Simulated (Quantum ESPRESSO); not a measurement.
# How the k mesh moves the magnetism of Fe3Ge, part 2 of 2

Wanted: the cheapest choice of the k mesh that holds the magnetic results of Fe3Ge.

Quantum ESPRESSO 7.5; PBEsol; plane waves with GBRV 1.5 PBEsol potentials, no spin-orbit coupling (settings of the first rung).

So far, largest spin moment in the atom's sphere (μB): step 2 (rung 1, start ferro +++) 2.41; step 3 (rung 1, start ferri ++-) 2.31; step 4 (rung 2, start ferro +++) 2.25; step 5 (rung 2, start ferri ++-) 2.10.

## Step 6: Rung 3, start ferro +++

pw.in reads:

```
&CONTROL
  calculation = 'scf'
  prefix = 'pwscf'
  outdir = './tmp'
  pseudo_dir = './pseudo'
  disk_io = 'nowf'
  tprnfor = .true.
  tstress = .true.
/
&SYSTEM
  ibrav = 0
  nat = 4
  ntyp = 2
  ecutwfc = 40
  ecutrho = 280
  nbnd = 45
  occupations = 'smearing'
  smearing = 'fd'
  degauss = 0.00367493
  nspin = 2
  starting_magnetization(1) = 0.175
  starting_magnetization(2) = 0
/
&ELECTRONS
  conv_thr = 8d-09
  electron_maxstep = 150
  mixing_beta = 0.3
/
ATOMIC_SPECIES
Fe     55.8450 fe_pbesol_v1.5.uspp.F.UPF
Ge     72.6300 ge_pbesol_v1.4.uspp.F.UPF
CELL_PARAMETERS bohr
   6.9173434619    0.0000000000    0.0000000000
   0.0000000000    6.9173434619    0.0000000000
   0.0000000000    0.0000000000    6.9173434619
ATOMIC_POSITIONS crystal
Fe      0.0000000000    0.5000000000    0.5000000000
Fe      0.5000000000    0.5000000000    0.0000000000
Fe      0.5000000000    0.0000000000    0.5000000000
Ge      0.0000000000    0.0000000000    0.0000000000
K_POINTS automatic
6 6 6 0 0 0
```

Run with:

```console
> OMP_NUM_THREADS=1 mpirun -n 2 pw.x -nk 2 -in pw.in > pw.out
```

Log:

```text
     [... lines left out ...]
Program PWSCF v.7.5 starts
     [... lines left out ...]
     number of atoms/cell      =            4
     [... lines left out ...]
     number of electrons       =        62.00
     number of Kohn-Sham states=           45
     kinetic-energy cutoff     =      40.0000  Ry
     charge density cutoff     =     280.0000  Ry
     scf convergence threshold =      8.0E-09
     [... lines left out ...]
     48 Sym. Ops., with inversion, found
     [... lines left out ...]
     number of k points=    20  Fermi-Dirac smearing, width (Ry)=  0.0037
     [... lines left out ...]
     iteration # 12     ecut=    40.00 Ry     beta= 0.30
     [... lines left out ...]
     Magnetic moment per site  (integrated on atomic sphere of radius R)
     atom   1 (R=0.292)  charge= 14.6743  magn=  2.2901
     atom   2 (R=0.292)  charge= 14.6743  magn=  2.2901
     atom   3 (R=0.292)  charge= 14.6743  magn=  2.2901
     atom   4 (R=0.292)  charge= 12.2093  magn= -0.1166
     [... lines left out ...]
     the Fermi energy is    17.4007 ev
!    total energy              =    -963.81216533 Ry
     estimated scf accuracy    <          2.8E-09 Ry
     smearing contrib. (-TS)   =      -0.00201829 Ry
     [... lines left out ...]
     total magnetization       =     6.67 Bohr mag/cell
     absolute magnetization    =     7.18 Bohr mag/cell
     convergence has been achieved in  12 iterations
     [... lines left out ...]
     Total force =     0.000000     Total SCF correction =     0.000000
     [... lines left out ...]
          total   stress  (Ry/bohr**3)                   (kbar)     P=     -105.09
     [... lines left out ...]
```

The job ended after 22 s (2 MPI ranks of Intel Xeon Platinum 8375C at 2.90GHz (Ice Lake), shared host; peak memory 0.26 GiB; 43 s of CPU time).

This step gave:

```yaml
magnetization: 6.669 μB
final_state: ferromagnetic
largest_moment: 2.290 μB
```

## Step 7: Rung 3, start ferri ++-

pw.in reads:

```
&CONTROL
  calculation = 'scf'
  prefix = 'pwscf'
  outdir = './tmp'
  pseudo_dir = './pseudo'
  disk_io = 'nowf'
  tprnfor = .true.
  tstress = .true.
/
&SYSTEM
  ibrav = 0
  nat = 4
  ntyp = 3
  ecutwfc = 40
  ecutrho = 280
  nbnd = 42
  occupations = 'smearing'
  smearing = 'fd'
  degauss = 0.00367493
  nspin = 2
  starting_magnetization(1) = 0.175
  starting_magnetization(2) = -0.175
  starting_magnetization(3) = 0
/
&ELECTRONS
  conv_thr = 8d-09
  electron_maxstep = 150
  mixing_beta = 0.3
/
ATOMIC_SPECIES
Fe1    55.8450 fe_pbesol_v1.5.uspp.F.UPF
Fe2    55.8450 fe_pbesol_v1.5.uspp.F.UPF
Ge     72.6300 ge_pbesol_v1.4.uspp.F.UPF
CELL_PARAMETERS bohr
   6.9173434619    0.0000000000    0.0000000000
   0.0000000000    6.9173434619    0.0000000000
   0.0000000000    0.0000000000    6.9173434619
ATOMIC_POSITIONS crystal
Fe1     0.0000000000    0.5000000000    0.5000000000
Fe1     0.5000000000    0.5000000000    0.0000000000
Fe2     0.5000000000    0.0000000000    0.5000000000
Ge      0.0000000000    0.0000000000    0.0000000000
K_POINTS automatic
6 6 6 0 0 0
```

Log:

```text
     [... lines left out ...]
Program PWSCF v.7.5 starts
     [... lines left out ...]
     number of atoms/cell      =            4
     [... lines left out ...]
     number of electrons       =        62.00
     number of Kohn-Sham states=           42
     kinetic-energy cutoff     =      40.0000  Ry
     charge density cutoff     =     280.0000  Ry
     scf convergence threshold =      8.0E-09
     [... lines left out ...]
     16 Sym. Ops., with inversion, found
     [... lines left out ...]
     number of k points=    40  Fermi-Dirac smearing, width (Ry)=  0.0037
     [... lines left out ...]
     iteration # 19     ecut=    40.00 Ry     beta= 0.30
     [... lines left out ...]
     Magnetic moment per site  (integrated on atomic sphere of radius R)
     atom   1 (R=0.292)  charge= 14.6645  magn=  2.2427
     atom   2 (R=0.292)  charge= 14.6645  magn=  2.2427
     atom   3 (R=0.292)  charge= 14.6802  magn= -1.9719
     atom   4 (R=0.292)  charge= 12.2146  magn= -0.0262
     [... lines left out ...]
     the Fermi energy is    17.2823 ev
!    total energy              =    -963.76637507 Ry
     estimated scf accuracy    <          2.8E-09 Ry
     smearing contrib. (-TS)   =      -0.00329338 Ry
     [... lines left out ...]
     total magnetization       =     2.47 Bohr mag/cell
     absolute magnetization    =     6.71 Bohr mag/cell
     convergence has been achieved in  19 iterations
     [... lines left out ...]
     Total force =     0.000000     Total SCF correction =     0.000000
     [... lines left out ...]
          total   stress  (Ry/bohr**3)                   (kbar)     P=     -101.04
     [... lines left out ...]
```

The job ended after 54 s (2 MPI ranks; peak memory 0.29 GiB).

Read from the output:

```yaml
magnetization: 2.47 μB
final_state: ferrimagnetic
largest_moment: 2.243 μB
```

## Step 8: Rung 4, start ferro +++

pw.in reads:

```
&CONTROL
  calculation = 'scf'
  prefix = 'pwscf'
  outdir = './tmp'
  pseudo_dir = './pseudo'
  disk_io = 'nowf'
  tprnfor = .true.
  tstress = .true.
/
&SYSTEM
  ibrav = 0
  nat = 4
  ntyp = 2
  ecutwfc = 40
  ecutrho = 280
  nbnd = 45
  occupations = 'smearing'
  smearing = 'fd'
  degauss = 0.00367493
  nspin = 2
  starting_magnetization(1) = 0.175
  starting_magnetization(2) = 0
/
&ELECTRONS
  conv_thr = 8d-09
  electron_maxstep = 150
  mixing_beta = 0.3
/
ATOMIC_SPECIES
Fe     55.8450 fe_pbesol_v1.5.uspp.F.UPF
Ge     72.6300 ge_pbesol_v1.4.uspp.F.UPF
CELL_PARAMETERS bohr
   6.9173434619    0.0000000000    0.0000000000
   0.0000000000    6.9173434619    0.0000000000
   0.0000000000    0.0000000000    6.9173434619
ATOMIC_POSITIONS crystal
Fe      0.0000000000    0.5000000000    0.5000000000
Fe      0.5000000000    0.5000000000    0.0000000000
Fe      0.5000000000    0.0000000000    0.5000000000
Ge      0.0000000000    0.0000000000    0.0000000000
K_POINTS automatic
8 8 8 0 0 0
```

Log:

```text
     [... lines left out ...]
Program PWSCF v.7.5 starts
     [... lines left out ...]
     number of atoms/cell      =            4
     [... lines left out ...]
     number of electrons       =        62.00
     number of Kohn-Sham states=           45
     kinetic-energy cutoff     =      40.0000  Ry
     charge density cutoff     =     280.0000  Ry
     scf convergence threshold =      8.0E-09
     [... lines left out ...]
     48 Sym. Ops., with inversion, found
     [... lines left out ...]
     number of k points=    35  Fermi-Dirac smearing, width (Ry)=  0.0037
     [... lines left out ...]
     iteration # 11     ecut=    40.00 Ry     beta= 0.30
     [... lines left out ...]
     Magnetic moment per site  (integrated on atomic sphere of radius R)
     atom   1 (R=0.292)  charge= 14.6749  magn=  2.2731
     atom   2 (R=0.292)  charge= 14.6749  magn=  2.2731
     atom   3 (R=0.292)  charge= 14.6749  magn=  2.2731
     atom   4 (R=0.292)  charge= 12.2084  magn= -0.1180
     [... lines left out ...]
     the Fermi energy is    17.4313 ev
!    total energy              =    -963.81210933 Ry
     estimated scf accuracy    <          3.4E-09 Ry
     smearing contrib. (-TS)   =      -0.00188123 Ry
     [... lines left out ...]
     total magnetization       =     6.62 Bohr mag/cell
     absolute magnetization    =     7.12 Bohr mag/cell
     convergence has been achieved in  11 iterations
     [... lines left out ...]
     Total force =     0.000000     Total SCF correction =     0.000000
     [... lines left out ...]
          total   stress  (Ry/bohr**3)                   (kbar)     P=     -107.65
     [... lines left out ...]
```

Elapsed: 32 s, on 2 MPI ranks; peak memory 0.28 GiB; 63 s of CPU time.

Read from the output:

- magnetization: 6.616 μB
- final state: ferromagnetic
- largest moment: 2.273 μB

## Step 9: Rung 4, start ferri ++-

pw.in reads:

```
&CONTROL
  calculation = 'scf'
  prefix = 'pwscf'
  outdir = './tmp'
  pseudo_dir = './pseudo'
  disk_io = 'nowf'
  tprnfor = .true.
  tstress = .true.
/
&SYSTEM
  ibrav = 0
  nat = 4
  ntyp = 3
  ecutwfc = 40
  ecutrho = 280
  nbnd = 42
  occupations = 'smearing'
  smearing = 'fd'
  degauss = 0.00367493
  nspin = 2
  starting_magnetization(1) = 0.175
  starting_magnetization(2) = -0.175
  starting_magnetization(3) = 0
/
&ELECTRONS
  conv_thr = 8d-09
  electron_maxstep = 150
  mixing_beta = 0.3
/
ATOMIC_SPECIES
Fe1    55.8450 fe_pbesol_v1.5.uspp.F.UPF
Fe2    55.8450 fe_pbesol_v1.5.uspp.F.UPF
Ge     72.6300 ge_pbesol_v1.4.uspp.F.UPF
CELL_PARAMETERS bohr
   6.9173434619    0.0000000000    0.0000000000
   0.0000000000    6.9173434619    0.0000000000
   0.0000000000    0.0000000000    6.9173434619
ATOMIC_POSITIONS crystal
Fe1     0.0000000000    0.5000000000    0.5000000000
Fe1     0.5000000000    0.5000000000    0.0000000000
Fe2     0.5000000000    0.0000000000    0.5000000000
Ge      0.0000000000    0.0000000000    0.0000000000
K_POINTS automatic
8 8 8 0 0 0
```

Log:

```text
     [... lines left out ...]
Program PWSCF v.7.5 starts
     [... lines left out ...]
     number of atoms/cell      =            4
     [... lines left out ...]
     number of electrons       =        62.00
     number of Kohn-Sham states=           42
     kinetic-energy cutoff     =      40.0000  Ry
     charge density cutoff     =     280.0000  Ry
     scf convergence threshold =      8.0E-09
     [... lines left out ...]
     16 Sym. Ops., with inversion, found
     [... lines left out ...]
     number of k points=    75  Fermi-Dirac smearing, width (Ry)=  0.0037
     [... lines left out ...]
     iteration # 19     ecut=    40.00 Ry     beta= 0.30
     [... lines left out ...]
     Magnetic moment per site  (integrated on atomic sphere of radius R)
     atom   1 (R=0.292)  charge= 14.6632  magn=  2.2819
     atom   2 (R=0.292)  charge= 14.6632  magn=  2.2819
     atom   3 (R=0.292)  charge= 14.6828  magn= -1.9291
     atom   4 (R=0.292)  charge= 12.2153  magn= -0.0265
     [... lines left out ...]
     the Fermi energy is    17.2900 ev
!    total energy              =    -963.76646033 Ry
     estimated scf accuracy    <          2.5E-09 Ry
     smearing contrib. (-TS)   =      -0.00329576 Ry
     [... lines left out ...]
     total magnetization       =     2.59 Bohr mag/cell
     absolute magnetization    =     6.75 Bohr mag/cell
     convergence has been achieved in  19 iterations
     [... lines left out ...]
     Total force =     0.000000     Total SCF correction =     0.000000
     [... lines left out ...]
          total   stress  (Ry/bohr**3)                   (kbar)     P=      -99.07
     [... lines left out ...]
```

Elapsed: 94 s, on 2 MPI ranks; peak memory 0.36 GiB.

This step gave:

- magnetization: 2.591 μB
- final state: ferrimagnetic
- largest moment: 2.282 μB

## Step 10: Rung 5, start ferro +++

pw.in reads:

```
&CONTROL
  calculation = 'scf'
  prefix = 'pwscf'
  outdir = './tmp'
  pseudo_dir = './pseudo'
  disk_io = 'nowf'
  tprnfor = .true.
  tstress = .true.
/
&SYSTEM
  ibrav = 0
  nat = 4
  ntyp = 2
  ecutwfc = 40
  ecutrho = 280
  nbnd = 45
  occupations = 'smearing'
  smearing = 'fd'
  degauss = 0.00367493
  nspin = 2
  starting_magnetization(1) = 0.175
  starting_magnetization(2) = 0
/
&ELECTRONS
  conv_thr = 8d-09
  electron_maxstep = 150
  mixing_beta = 0.3
/
ATOMIC_SPECIES
Fe     55.8450 fe_pbesol_v1.5.uspp.F.UPF
Ge     72.6300 ge_pbesol_v1.4.uspp.F.UPF
CELL_PARAMETERS bohr
   6.9173434619    0.0000000000    0.0000000000
   0.0000000000    6.9173434619    0.0000000000
   0.0000000000    0.0000000000    6.9173434619
ATOMIC_POSITIONS crystal
Fe      0.0000000000    0.5000000000    0.5000000000
Fe      0.5000000000    0.5000000000    0.0000000000
Fe      0.5000000000    0.0000000000    0.5000000000
Ge      0.0000000000    0.0000000000    0.0000000000
K_POINTS automatic
10 10 10 0 0 0
```

Log:

```text
     [... lines left out ...]
Program PWSCF v.7.5 starts
     [... lines left out ...]
     number of atoms/cell      =            4
     [... lines left out ...]
     number of electrons       =        62.00
     number of Kohn-Sham states=           45
     kinetic-energy cutoff     =      40.0000  Ry
     charge density cutoff     =     280.0000  Ry
     scf convergence threshold =      8.0E-09
     [... lines left out ...]
     48 Sym. Ops., with inversion, found
     [... lines left out ...]
     number of k points=    56  Fermi-Dirac smearing, width (Ry)=  0.0037
     [... lines left out ...]
     iteration # 12     ecut=    40.00 Ry     beta= 0.30
     [... lines left out ...]
     Magnetic moment per site  (integrated on atomic sphere of radius R)
     atom   1 (R=0.292)  charge= 14.6746  magn=  2.2752
     atom   2 (R=0.292)  charge= 14.6746  magn=  2.2752
     atom   3 (R=0.292)  charge= 14.6746  magn=  2.2752
     atom   4 (R=0.292)  charge= 12.2085  magn= -0.1172
     [... lines left out ...]
     the Fermi energy is    17.4234 ev
!    total energy              =    -963.81171200 Ry
     estimated scf accuracy    <          1.4E-09 Ry
     smearing contrib. (-TS)   =      -0.00219391 Ry
     [... lines left out ...]
     total magnetization       =     6.63 Bohr mag/cell
     absolute magnetization    =     7.13 Bohr mag/cell
     convergence has been achieved in  12 iterations
     [... lines left out ...]
     Total force =     0.000000     Total SCF correction =     0.000000
     [... lines left out ...]
          total   stress  (Ry/bohr**3)                   (kbar)     P=     -106.78
     [... lines left out ...]
```

Wall time 51 s (2 MPI ranks); peak memory 0.26 GiB.

Read from the output:

| Property | Result |
| --- | --- |
| magnetization | 6.626 μB |
| final state | ferromagnetic |
| largest moment | 2.275 μB |

## Step 11: Rung 5, start ferri ++-

pw.in reads:

```
&CONTROL
  calculation = 'scf'
  prefix = 'pwscf'
  outdir = './tmp'
  pseudo_dir = './pseudo'
  disk_io = 'nowf'
  tprnfor = .true.
  tstress = .true.
/
&SYSTEM
  ibrav = 0
  nat = 4
  ntyp = 3
  ecutwfc = 40
  ecutrho = 280
  nbnd = 42
  occupations = 'smearing'
  smearing = 'fd'
  degauss = 0.00367493
  nspin = 2
  starting_magnetization(1) = 0.175
  starting_magnetization(2) = -0.175
  starting_magnetization(3) = 0
/
&ELECTRONS
  conv_thr = 8d-09
  electron_maxstep = 150
  mixing_beta = 0.3
/
ATOMIC_SPECIES
Fe1    55.8450 fe_pbesol_v1.5.uspp.F.UPF
Fe2    55.8450 fe_pbesol_v1.5.uspp.F.UPF
Ge     72.6300 ge_pbesol_v1.4.uspp.F.UPF
CELL_PARAMETERS bohr
   6.9173434619    0.0000000000    0.0000000000
   0.0000000000    6.9173434619    0.0000000000
   0.0000000000    0.0000000000    6.9173434619
ATOMIC_POSITIONS crystal
Fe1     0.0000000000    0.5000000000    0.5000000000
Fe1     0.5000000000    0.5000000000    0.0000000000
Fe2     0.5000000000    0.0000000000    0.5000000000
Ge      0.0000000000    0.0000000000    0.0000000000
K_POINTS automatic
10 10 10 0 0 0
```

Log:

```text
     [... lines left out ...]
Program PWSCF v.7.5 starts
     [... lines left out ...]
     number of atoms/cell      =            4
     [... lines left out ...]
     number of electrons       =        62.00
     number of Kohn-Sham states=           42
     kinetic-energy cutoff     =      40.0000  Ry
     charge density cutoff     =     280.0000  Ry
     scf convergence threshold =      8.0E-09
     [... lines left out ...]
     16 Sym. Ops., with inversion, found
     [... lines left out ...]
     number of k points=   126  Fermi-Dirac smearing, width (Ry)=  0.0037
     [... lines left out ...]
     iteration # 18     ecut=    40.00 Ry     beta= 0.30
     [... lines left out ...]
     Magnetic moment per site  (integrated on atomic sphere of radius R)
     atom   1 (R=0.292)  charge= 14.6630  magn=  2.2886
     atom   2 (R=0.292)  charge= 14.6630  magn=  2.2886
     atom   3 (R=0.292)  charge= 14.6828  magn= -1.9306
     atom   4 (R=0.292)  charge= 12.2155  magn= -0.0264
     [... lines left out ...]
     the Fermi energy is    17.2901 ev
!    total energy              =    -963.76646125 Ry
     estimated scf accuracy    <          6.3E-09 Ry
     smearing contrib. (-TS)   =      -0.00323057 Ry
     [... lines left out ...]
     total magnetization       =     2.60 Bohr mag/cell
     absolute magnetization    =     6.76 Bohr mag/cell
     convergence has been achieved in  18 iterations
     [... lines left out ...]
     Total force =     0.000000     Total SCF correction =     0.000000
     [... lines left out ...]
          total   stress  (Ry/bohr**3)                   (kbar)     P=      -98.32
     [... lines left out ...]
```

Elapsed: 2.3 min, on 2 MPI ranks; peak memory 0.45 GiB.

This step gave:

```yaml
magnetization: 2.604 μB
final_state: ferrimagnetic
largest_moment: 2.289 μB
```

## Step 12: The rungs together

Ferrimagnetic means that a moment over 0.15 μB on a transition or rare-earth metal, induced ones included, opposes the net moment. Ladder, by row:

```csv
rung,mesh,state from the first start,state from the second start,second less first (meV a seeded atom),"moment, first (μB)","moment, second (μB)",CPU time (s)
1,2x2x2,ferromagnetic,ferrimagnetic,162.3,2.414,2.306,52.69
2,4x4x4,ferromagnetic,ferrimagnetic,219.1,2.254,2.103,80.82
3,6x6x6,ferromagnetic,ferrimagnetic,207.7,2.29,2.243,151.6
4,8x8x8,ferromagnetic,ferrimagnetic,207,2.273,2.282,251.1
5,10x10x10,ferromagnetic,ferrimagnetic,205.2,2.275,2.289,382.6
```

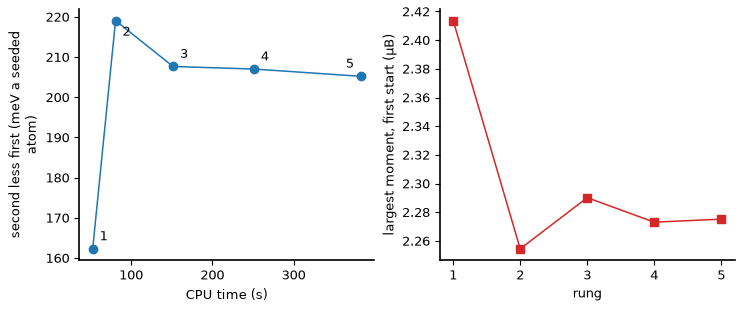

Result against cost, rungs numbered as in the table, and the moment by rung.

## Step 13: Summary of results

```yaml
range_of_the_largest_moment_first_start: 2.25 to 2.41 μB; second start 2.10 to 2.31 μB
range_of_cpu_time: 53 s to 6.4 min
range_of_the_energy_difference: 162 to 219 meV a seeded atom
first_rung_that_agrees_with_the_last_margins_below: 3
```

What this shows: From rung 3 on the states are those of the last rung, the moments stay within 0.05 μB of it and the difference within 10 meV; rung 3 took 40 % of its CPU time.

[Logs and program files are shortened in this print: banners, set-up blocks, solver, clock and traceback lines can be left out without a mark of their own.]

[Logs are printed without paths, hosts, clocks, repeated set-up lines and the standing remarks that a program may print on its own settings, such as how far it seeks lower states.]

[Hosts, paths, dates, database ids (printed as entryN), source tags and the programs' standing remarks are cut or masked in the printed files.]

[Where a cell is said to come from a database of computed structures, the database is the Materials Project.]
